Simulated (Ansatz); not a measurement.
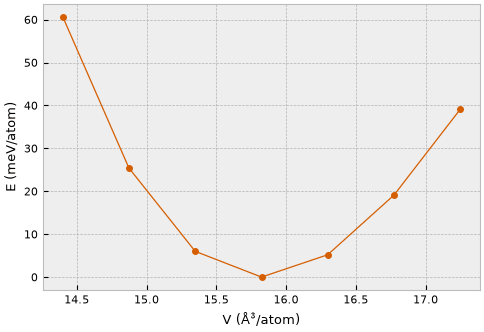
VGe (rock salt, Fm-3m) under volume change, PBE in the plane-wave PAW code Ansatz, scaled uniformly.

What does a third-order Birch–Murnaghan fit give for V₀, B₀ and B′?

V₀ = 15.83 Å³/atom, B₀ = 120 GPa, B′ = 5.8.

The cell is a constructed one: a structure type filled with these elements; neither database checked (COD, Materials Project) lists it. Whether it is the stable phase at ambient conditions was not checked. The cell was relaxed with PBE under the symmetry of its start; its stability against distortions is not shown here. The final state is ferromagnetic, the only order run, not a proven ground state. The cell computed holds one magnetic atom, so no antiferromagnetic order was within reach.

Potentials: the later of the program's two PAW sets.
